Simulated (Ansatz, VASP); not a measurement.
## SnSe2 in two plane-wave programs

One calculation is typed for both programs; each brings its own data sets and cutoff. How far apart do they land?

Method: plane waves, with VASP 6.6.1 beside it; relaxation of cell and atoms at PBEsol and band structure at HSE06, in Ansatz 0.2.0.

### Step 1. Starting point

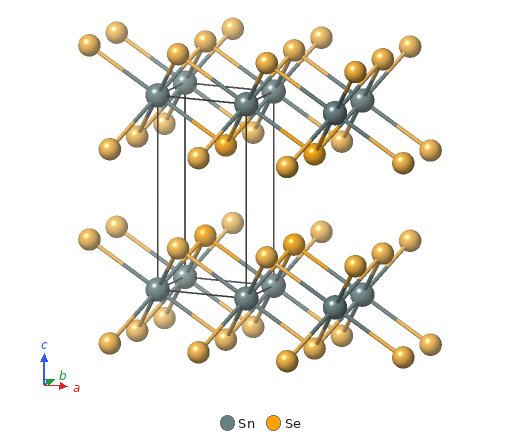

The cell as given, slightly off an axis (tin teal, selenium orange). 2×1×1 cells are drawn. Some periodic images of atoms are drawn too.

### Step 2. Ansatz: relaxation of cell and atoms, PBEsol

Ansatz runs on its default PAW (the set named soft_2) files.

The relaxed volume is the usual yardstick between codes: its relative difference is about their pressure difference at one cell divided by the bulk modulus.

Input file input.yaml:

```yaml
crystal:
  lattice:
    - [3.811, 0.0, 0.0]
    - [-1.9055, 3.3004228138, 0.0]
    - [0.0, 0.0, 6.136]
  atoms:
    - { symbol: Sn, position: [0.0, 0.0, 0.0] }
    - { symbol: Se, position: [0.3333333333, 0.6666666667, 0.249] }
    - { symbol: Se, position: [0.6666666667, 0.3333333333, 0.751] }
hamiltonian:
  xc: pbesol
  pseudopotentials: { kind: paw }
kpoints:
  mp_grid: { grid: [7, 7, 4] }
scf:
  occupations: { method: gaussian, width: 0.05 }
relax:
  f_tol: 0.01
  max_steps: 60
  cell: { stress_tol: 0.05 }
output:
  forces: true
  stress: true
```

Command:

```console
$ ansatz run input.yaml --threads 4 --pin off --max-ram 9216MiB --backend cpu --events-out ev --progress --plain --runs-dir out
```

Numbers of over 12 decimals in the logs are rounded to 6 here.

The log of the run:

```text
Engine: ansatz 0.2.0, x86_64-unknown-linux-gnu
Pseudopotentials: kind: paw
Pseudopotential: Sn, paw, valence charge 14, recommended cutoff 420 eV (normal), Sn.paw.azcp
Pseudopotential: Se, paw, valence charge 16, recommended cutoff 420 eV (normal), Se.paw.azcp
Functional definition: PBEsol
  exchange = pbesol_x
  correlation = pbesol_c
Crystal: 3 atoms, lattice volume = 77.178 Å³
Basis set: ecut = 420 eV, 1485 PW (Γ), exchange–correlation on 54×54×90 points (8 copies of the dense FFT grid, shifted against one another)
Bands: 28, of which v1, the nominal top of the filled ones, is band 23 counted from 1 (22 counted from 0)
Symmetry: 12 space group operations
Space group: P-3m1 (ITA 164), of the structure as read, at distance tolerance 4.3e-5 Å
k-points: 28 of 196
Non-local potential: Sn, projectors of the file, l = 0: 2, l = 1: 2, l = 2: 2, l = 3: 2
Non-local potential: Se, projectors of the file, l = 0: 2, l = 1: 2, l = 2: 3, l = 3: 1
PAW form: soft (Blöchl's): semilocal exchange-correlation on the pseudo side does not see the compensation charge
PAW frozen core: Sn, regenerated for the run's functional, and the local potential with it (the file was generated under x = pbe(κ = 0.804, μ = 0.219515), c = pbe(β = 0.066725))
PAW frozen core: Se, regenerated for the run's functional, and the local potential with it (the file was generated under x = pbe(κ = 0.804, μ = 0.219515), c = pbe(β = 0.066725))
PAW one-centre angular grid: Sn, 590 points (default); XC on 64 Gauss nodes
PAW one-centre angular grid: Se, 590 points (default); XC on 64 Gauss nodes
Initial density: superposition of atomic densities (neutral atoms: chi_scale 0, normalization atom), corrected by the library's trained network
Initial wavefunctions: pseudopotential atomic-orbital guess
Functional: x = pbesol(κ = 0.804, μ = 0.123457), c = pbesol(β = 0.046)
SCF iter   1: F=—  HF=-16799.183140 eV  |F-HF|=—  |Δ(HF+E_count)|=         —  Δρ=2.19e-3  dr2=3.45e-3  ethr=1.77e-3  ⟨swp⟩=6.4  Hψ=3483  notcnv=0
preconditioner: auto → Resta (q_TF=auto, 2.503 Å⁻¹)  ε∞=2.8  [insulator: Δε(μ)=0.740 eV  Ē_g=16.134 eV  σ=0.050 eV  W_gap=1.00  n_scr=22 (ndim 8)  ℏωp=21.6 eV  f_vac=0.080  D(μ)=0.00/eV (n_scr^D=0)  ε∞_Penn≈2.8]
SCF iter   2: F=—  HF=-16799.180092 eV  |F-HF|=—  |Δ(HF+E_count)|=   3.05e-3  Δρ=1.09e-3  dr2=8.13e-4  ethr=7.49e-6  ⟨swp⟩=3.0  Hψ=1676  notcnv=0  defer=4
SCF iter   3: F=—  HF=-16799.180055 eV  |F-HF|=—  |Δ(HF+E_count)|=   3.66e-5  Δρ=3.23e-4  dr2=6.40e-5  ethr=1.77e-6  ⟨swp⟩=2.0  Hψ=1120  notcnv=0  defer=4
SCF iter   4: F=—  HF=-16799.180073 eV  |F-HF|=—  |Δ(HF+E_count)|=   1.78e-5  Δρ=1.19e-4  dr2=1.12e-5  ethr=1.39e-7  ⟨swp⟩=2.0  Hψ=1114  notcnv=0  defer=4
SCF iter   5: F=—  HF=-16799.180081 eV  |F-HF|=—  |Δ(HF+E_count)|=   8.18e-6  Δρ=2.42e-5  dr2=8.02e-7  ethr=2.43e-8  ⟨swp⟩=2.0  Hψ=939  notcnv=0  defer=4
SCF iter   6: F=—  HF=-16799.180082 eV  |F-HF|=—  |Δ(HF+E_count)|=   5.52e-7  Δρ=9.31e-6  dr2=1.00e-7  ethr=2.17e-10  ⟨swp⟩=5.0  Hψ=2966  notcnv=0
SCF iter   7: F=-16799.180082 eV  HF=-16799.180082 eV  |F-HF|=1.47e-8  |Δ(HF+E_count)|=   1.62e-7  Δρ=2.48e-6  dr2=6.45e-9  ethr=2.17e-10  ⟨swp⟩=4.1  Hψ=2440  notcnv=0
SCF 1 converged in 7 iterations: F = -16799.180082 eV  dr2 = 6.45e-9
  greatest PAW one-centre occupation: 1.000 electrons in one spin orbital (limit 2), on the Se atom at site 2 (counted from 0), in its partial waves of l = 2
relax step   1: F+E_penalty+E_count = -16799.18008192 eV  Δ(F+E_penalty+E_count) = +0.000e0 eV  max|allowed force component| = 5.981e-1 eV/Å  Δτ_max = 0.0000 Å  P = +2.516 GPa  Ω = 77.178 Å³  (7 SCF iters, dr2 threshold 1.00e-7 eV, accepted)
[...]
relax step   2: F+E_penalty+E_count = -16799.04350854 eV  Δ(F+E_penalty+E_count) = +1.366e-1 eV  max|allowed force component| = 1.131e0 eV/Å  Δτ_max = 0.1931 Å  P = -2.974 GPa  Ω = 76.270 Å³  energy of the carried Pulay correction = +2.358e-4 eV  (7 SCF iters, dr2 threshold 3.00e-7 eV, rejected (line search))
[...]
relax step   3: F+E_penalty+E_count = -16799.21517290 eV  Δ(F+E_penalty+E_count) = -3.509e-2 eV  max|allowed force component| = 6.615e-2 eV/Å  Δτ_max = 0.0643 Å  P = -0.312 GPa  Ω = 77.659 Å³  energy of the carried Pulay correction = -1.237e-4 eV  (10 SCF iters, accepted)
[...]
relax step   4: F+E_penalty+E_count = -16799.21572748 eV  Δ(F+E_penalty+E_count) = -5.546e-4 eV  max|allowed force component| = 4.323e-3 eV/Å  Δτ_max = 0.0068 Å  P = -0.023 GPa  Ω = 77.592 Å³  energy of the carried Pulay correction = -1.066e-4 eV  (4 SCF iters, dr2 threshold 3.00e-7 eV, accepted)
[...]
relax step   5: F+E_penalty+E_count = -16799.21574001 eV  Δ(F+E_penalty+E_count) = -1.253e-5 eV  max|allowed force component| = 1.283e-3 eV/Å  Δτ_max = 0.0020 Å  P = +0.006 GPa  Ω = 77.637 Å³  energy of the carried Pulay correction = -1.181e-4 eV  (7 SCF iters, accepted)
[...]
relax step   6: F+E_penalty+E_count = -16799.21584081 eV  Δ(F+E_penalty+E_count) = -1.008e-4 eV  max|allowed force component| = 1.222e-3 eV/Å  Δτ_max = 0.0000 Å  P = +0.003 GPa  Ω = 77.637 Å³  stress off target by 3.09e-2 GPa  SCF on the basis re-selected at this cell (its energy is not comparable with the rows above)  (6 SCF iters)
basis re-selected at this cell: Δ(F+E_penalty+E_count) = -1.008e-4 eV, ΔP = -0.003 GPa vs the last step (what re-selecting the basis moved, of the pressure what is left beyond the Pulay correction that the steps carried, after the strain that the cell walked since its last selection, with what the two solves' SCF thresholds leave and, on support functions, any second-order correction that the steps lacked; it is no m [...]
SCF converged after 6 iterations
Free energy (F): -16799.215841 eV
Harris-Foulkes:  -16799.215841 eV  (|F-HF|=3.27e-11)
Internal energy: -16799.215841 eV  (E = F + TS)
E sigma→0 (E₀):  -16799.215841 eV
Fermi energy:    8.236445 eV
--- Per-component energies (eV) ---
  E_band       = -866.318954
  E_kinetic    = 424.845410
  E_local      = -5997.224781  (includes V_loc(G=0)·N_el)
  E_nonlocal   = -1214.419310
  E_hartree    = 3069.277229
  E_xc         = -584.547181
  E_vxc        = -291.711204  (∫ρ·V_xc dr)
  E_paw        = -7805.406963  (= ΣΔE_a)
  E_vpaw       = 73.637457  (= ΣTr[D̂ρ^β])
  E_aug_tail   = -0.001228  (compensation charges beyond the density's cutoff)
  E_ewald      = -4694.040758
  E_core_change = 2.301741  (= ΣΔE_core)
  E_smearing   = -0.000000  (= −TS)
  E_closure    = -0.000000  (closes the sum)
  Σ components = -16799.215841   (vs F -16799.215841, Δ=0.00e0)
--- Forces (eV/Å), atoms counted from 1 ---
  atom   1  Sn     0.00000000    -0.00000000     0.00000000
  atom   2  Se    -0.00000000    -0.00000000     0.00122241
  atom   3  Se     0.00000000     0.00000000    -0.00122241
  max |Σ_I F_I| component: 4.63e-18 eV/Å
--- Stress (GPa, compression-positive) ---
       -0.010295      -0.000000       0.000000
       -0.000000      -0.010295      -0.000000
        0.000000      -0.000000       0.030861
  P = ⅓ Tr σ = 0.0034 GPa (0.034 kbar)
--- Relaxed structure (5 steps of the walk, 4 accepted, 1 SCFs on fresh bases) ---
  F+E_penalty+E_count = -16799.21584081 eV   max|allowed force component| = 1.222e-3 eV/Å   (the final SCF, on the basis selected at the relaxed cell)
  cell:  # Å, volume = 77.6369 Å³
    - [3.820476, 0, 1.6845091114841564e-18]
    - [-1.910238, 3.308630, -8.422545557420754e-19]
    - [2.712187853083715e-18, 0, 6.141899]
  atoms:
    - { symbol: Sn, position: [0, 0, 0] }
    - { symbol: Se, position: [0.333333, 0.666667, 0.258057] }
    - { symbol: Se, position: [0.666667, 0.333333, 0.741943] }
```

Wall time 4.3 s (4 threads of Intel Xeon Platinum 8375C at 2.90GHz (Ice Lake), shared host); peak memory 0.5 GiB; 15 s of CPU time.

### Step 3. VASP: relaxation of cell and atoms, PBEsol

The same cell, functional, mesh and smearing now go to VASP, with its own data sets and cutoff.

Lines of VASP's logs that name or quote its potential files are left out, and so is its time.

Input file INCAR:

```
SYSTEM = SnSe2
PREC = Accurate
ENCUT = 400
EDIFF = 1E-06
NELM = 100
ISMEAR = 0
SIGMA = 0.05
LREAL = .FALSE.
ALGO = Normal
GGA = PS
NBANDS = 19
LORBIT = 11
LWAVE = .FALSE.
LCHARG = .FALSE.
KPAR = 2
IBRION = 2
NSW = 60
ISIF = 3
EDIFFG = -0.01
```

Input file POSCAR:

```
SnSe2
1.0
    3.8110000000      0.0000000000      0.0000000000
   -1.9055000000      3.3004228138      0.0000000000
    0.0000000000      0.0000000000      6.1360000000
Sn Se
1 2
Direct
    0.0000000000      0.0000000000      0.0000000000
    0.3333333333      0.6666666667      0.2490000000
    0.6666666667      0.3333333333      0.7510000000
```

Input file KPOINTS:

```
Automatic mesh
0
Gamma
7 7 4
0 0 0
```

The projector-augmented-wave data sets are Sn_d and Se (PBE family, release 64).

Command:

```console
$ mpirun -np 2 vasp_std
```

The log of the run:

```text
[banner, memory and clock lines left out]
running    2 mpi-ranks, on    1 nodes
 distrk:  each k-point on    1 cores,    2 groups
 distr:  one band on    1 cores,    1 groups

 POSCAR found type information on POSCAR SnSe
 POSCAR found :  2 types and       3 ions
|                                                                             |
|               ----> ADVICE to this user running VASP <----                  |
|                                                                             |
|     You enforced a specific xc type in the INCAR file but a different       |
|     [... a line on the potential file left out ...]
|     I HOPE YOU KNOW WHAT YOU ARE DOING!                                     |
|                                                                             |

 LDA part: xc-table for (Slater+PW92), standard interpolation
 POSCAR, INCAR and KPOINTS ok, starting setup
 FFT: planning ... GRIDC
 FFT: planning ... GRID_SOFT
 FFT: planning ... GRID
 WAVECAR not read
 entering main loop
       N       E                     dE             d eps       ncg     rms          rms(c)
DAV:   1     0.183010753340E+03    0.18301E+03   -0.10647E+04  1073   0.129E+03
DAV:   2     0.684783031426E+01   -0.17616E+03   -0.17088E+03  1157   0.348E+02
DAV:   3    -0.126128745042E+02   -0.19461E+02   -0.19157E+02  1333   0.108E+02
DAV:   4    -0.132104504224E+02   -0.59758E+00   -0.59675E+00  1272   0.199E+01
DAV:   5    -0.132245384888E+02   -0.14088E-01   -0.14087E-01  1483   0.314E+00    0.520E+00
DAV:   6    -0.129697553660E+02    0.25478E+00   -0.47044E-01  1596   0.811E+00    0.330E+00
DAV:   7    -0.129390638178E+02    0.30692E-01   -0.16185E-01  1361   0.292E+00    0.884E-01
DAV:   8    -0.129368864394E+02    0.21774E-02   -0.12214E-02  1395   0.119E+00    0.266E-01
DAV:   9    -0.129369396539E+02   -0.53214E-04   -0.11919E-03  1172   0.255E-01    0.766E-02
DAV:  10    -0.129369439817E+02   -0.43278E-05   -0.89393E-05  1391   0.639E-02    0.281E-02
DAV:  11    -0.129369580322E+02   -0.14051E-04   -0.20605E-05  1148   0.268E-02    0.486E-03
DAV:  12    -0.129369585170E+02   -0.48484E-06   -0.11404E-06   981   0.873E-03
   1 F= -.12936959E+02 E0= -.12936959E+02  d E =-.129370E+02
[... from here on, the cycles between the ionic steps are left out ...]
   2 F= -.12949193E+02 E0= -.12949193E+02  d E =-.122348E-01
   3 F= -.12969931E+02 E0= -.12969931E+02  d E =-.329726E-01
   6 F= -.12973645E+02 E0= -.12973645E+02  d E =-.371374E-02
   7 F= -.12973823E+02 E0= -.12973823E+02  d E =-.178082E-03
   8 F= -.12973904E+02 E0= -.12973904E+02  d E =-.259030E-03
   9 F= -.12973976E+02 E0= -.12973976E+02  d E =-.723391E-04
  10 F= -.12974183E+02 E0= -.12974183E+02  d E =-.279559E-03
  11 F= -.12974552E+02 E0= -.12974552E+02  d E =-.647601E-03
  12 F= -.12975094E+02 E0= -.12975094E+02  d E =-.119008E-02
  13 F= -.12975369E+02 E0= -.12975369E+02  d E =-.146515E-02
  14 F= -.12975404E+02 E0= -.12975404E+02  d E =-.149978E-02
  15 F= -.12975529E+02 E0= -.12975529E+02  d E =-.125160E-03
  16 F= -.12975543E+02 E0= -.12975543E+02  d E =-.138920E-03
 curvature:  -0.89 expect dE=-0.359E-04 dE for cont linesearch -0.406E-07
 trial: gam= 0.14826 g(F)=  0.233E-05 g(S)=  0.381E-04 ort = 0.348E-05 (trialstep = 0.103E+01)
 search vector abs. value=  0.473E-04
 bond charge predicted
       N       E                     dE             d eps       ncg     rms          rms(c)
DAV:   1    -0.129759013552E+02   -0.35804E-03   -0.82250E-03  1369   0.128E+00    0.105E-01
DAV:   2    -0.129756310676E+02    0.27029E-03   -0.53244E-04  1402   0.347E-01    0.478E-02
DAV:   3    -0.129755553038E+02    0.75764E-04   -0.23133E-04  1396   0.213E-01    0.109E-02
DAV:   4    -0.129755549512E+02    0.35257E-06   -0.13601E-05  1097   0.330E-02    0.513E-03
DAV:   5    -0.129755548533E+02    0.97933E-07   -0.48781E-07   547   0.104E-02
  17 F= -.12975555E+02 E0= -.12975555E+02  d E =-.122441E-04
 trial-energy change:   -0.000012  1 .order   -0.000007   -0.000042    0.000029
 step:   0.7134(harm=  0.6095)  dis= 0.00007  next Energy=   -12.975559 (dE=-0.165E-04)
 reached required accuracy - stopping structural energy minimisation
```

From OUTCAR (step 3):

```text
ion  position               nearest neighbor table
   1  0.000  0.000  0.000-   2 2.68   3 2.68   2 2.68   3 2.68   3 2.68   2 2.68
   2  0.333  0.667  0.249-   1 2.68   1 2.68   1 2.68
   3  0.667  0.333  0.751-   1 2.68   1 2.68   1 2.68

  LATTYP: Found a hexagonal cell.
 ALAT       =     3.8110000000
 C/A-ratio  =     1.6100760955

 Subroutine GETGRP returns: Found 12 space group operations
 (whereof 12 operations were pure point group operations)

The static configuration has the point symmetry D_3d.

 Found     28 irreducible k-points:

   k-points           NKPTS =     28   k-points in BZ     NKDIM =     28   number of bands    NBANDS=     19

   dimension x,y,z NGX =    28 NGY =   28 NGZ =   40
   dimension x,y,z NGXF=    56 NGYF=   56 NGZF=   80

   ENCUT  =  400.0 eV  29.40 Ry    5.42 a.u.   6.21  6.21 10.01*2*pi/ulx,y,z

   NELECT =      26.0000    total number of electrons

 k-points in reciprocal lattice and weights: Automatic mesh
   0.00000000  0.00000000  0.00000000       0.005
   0.14285714  0.00000000  0.00000000       0.031
   0.28571429 -0.00000000  0.00000000       0.031
   0.42857143 -0.00000000  0.00000000       0.031
   0.14285714  0.14285714  0.00000000       0.031
   0.28571429  0.14285714  0.00000000       0.061
   0.42857143  0.14285714  0.00000000       0.031
   0.28571429  0.28571429  0.00000000       0.031
   0.00000000  0.00000000  0.25000000       0.010
[...]
0.42857143  0.14285714  0.50000000       0.031
   0.28571429  0.28571429  0.50000000       0.031

 average (electrostatic) potential at core
       1-102.4999       2 -53.3509       3 -53.3509

 E-fermi :   4.2916

 k-point     1 :       0.0000    0.0000    0.0000
  band No.  band energies     occupation
    ...
      9       3.4715      2.00000
     10       3.4715      2.00000
     11       3.7059      2.00000
     12       3.7059      2.00000
     13       3.9583      2.00000
     14       4.9052      0.00000
     15       7.0093      0.00000
     16       8.6333      0.00000
     17       8.6333      0.00000
     18      12.0571      0.00000
    ...

 k-point     2 :       0.1429    0.0000    0.0000
  band No.  band energies     occupation
    ...
      9       1.7511      2.00000
     10       2.7186      2.00000
     11       2.7922      2.00000
     12       3.9753      2.00000
     13       4.0195      2.00000
     14       6.1016      0.00000
     15       7.6560      0.00000
     16       8.4731      0.00000
     17       8.9455      0.00000
     18      11.3794      0.00000
    ...

 k-point     3 :       0.2857   -0.0000    0.0000
  band No.  band energies     occupation
    ...
      9       0.2439      2.00000
     10       1.3896      2.00000
     11       2.0266      2.00000
     12       3.6242      2.00000
     13       3.9245      2.00000
     14       5.7231      0.00000
     15       7.8427      0.00000
     16       9.2487      0.00000
     17       9.6461      0.00000
     18      10.2501      0.00000
    ...

  Total        0.0217433      0.0217433      0.0161226     -0.0000000      0.0000000      0.0000000
  in kB        0.4493235      0.4493235      0.3331722     -0.0000000      0.0000000      0.0000000
  external PRESSURE =       0.4106064 kB  Pullay stress =       0.0000000 kB

  energy-cutoff  :      400.00
  volume of cell :       77.53
      direct lattice vectors                 reciprocal lattice vectors
     3.820297908 -0.000000000  0.000000000     0.261759691  0.151127028 -0.000000000
    -1.910148954  3.308475038 -0.000000000     0.000000000  0.302254056 -0.000000000
    -0.000000000  0.000000000  6.134106409    -0.000000000 -0.000000000  0.163022930

 POSITION                                       TOTAL-FORCE (eV/Angst)
 -----------------------------------------------------------------------------------
      0.00000      0.00000      0.00000         0.000000     -0.000000      0.000000
     -0.00000      2.20565      1.58696        -0.000000      0.000000      0.003607
      1.91015      1.10283      4.54714         0.000000     -0.000000     -0.003607
 -----------------------------------------------------------------------------------
    total drift:                               -0.000000      0.000000      0.000000

  FREE ENERGIE OF THE ION-ELECTRON SYSTEM (eV)
  ---------------------------------------------------
  free  energy   TOTEN  =       -12.9755548533 eV

  energy  without entropy=      -12.9755548533  energy(sigma->0) =      -12.97555485

 reached required accuracy - stopping structural energy minimisation

 total charge
# of ion       s       p       d       tot
------------------------------------------
    1        1.062   1.027  10.098  12.187
    2        1.488   2.290   0.028   3.806
    3        1.488   2.290   0.028   3.806
--------------------------------------------------
tot          4.038   5.607  10.154  19.799

[... 3 further parts left out ...]
```

CONTCAR:

```
SnSe2
   1.00000000000000
     3.8202979080620802   -0.0000000000000000    0.0000000000000002
    -1.9101489540310401    3.3084750383836603   -0.0000000000000000
    -0.0000000000000000    0.0000000000000003    6.1341064093134170
  Sn              Se
     1     2
Direct
     0.0000000000000000    0.0000000000000000    0.0000000000000000
     0.3333333332999970    0.6666666667000030    0.2587113851967813
     0.6666666667000030    0.3333333332999970    0.7412886148032186
```

### Step 4. Side by side

Known differences besides the PAW data sets themselves: both relaxations stop at a tolerance, which leaves soft axes loose, and VASP keeps its plane-wave basis; the data sets hold 46 valence electrons in Ansatz (default PAW (the set named soft_2) files) and 26 in VASP; the cutoff is 420 eV in Ansatz and 400 eV in VASP; Ansatz makes its cores anew for this functional, VASP keeps those of its PBE data sets; VASP leaves aspherical gradient terms in its spheres out (LASPH is not set), Ansatz keeps them; Ansatz adds a Pulay correction to the stress that steers its cell, VASP none. Total energies have different zeros and are not compared.

Both answers:

| quantity | Ansatz | VASP | difference |
| --- | --- | --- | --- |
| volume (Å³) | 77.64 | 77.53 | +0.14 % |
| edge a after relaxation, in the typed setting (Å) | 3.821 | 3.820 | +0.01 % |
| edge c after relaxation, in the typed setting (Å) | 6.142 | 6.134 | +0.13 % |

The walks stopped with 0.00 GPa left in Ansatz and 0.04 GPa in VASP; each walk ends within a tolerance, so the volume difference is uncertain by about these residues over the bulk modulus, most in soft cells.

[end of part 1 of 2]

[Lines on the potential files, build, host, timing and source positions are cut from VASP's logs without a mark.]

[Logs are printed without paths, hosts, clocks, repeated set-up lines and the standing remarks that a program may print on its own settings, such as how far it seeks lower states.]

[Hosts, paths, dates, database ids (printed as entryN), source tags and the programs' standing remarks are cut or masked in the printed files.]
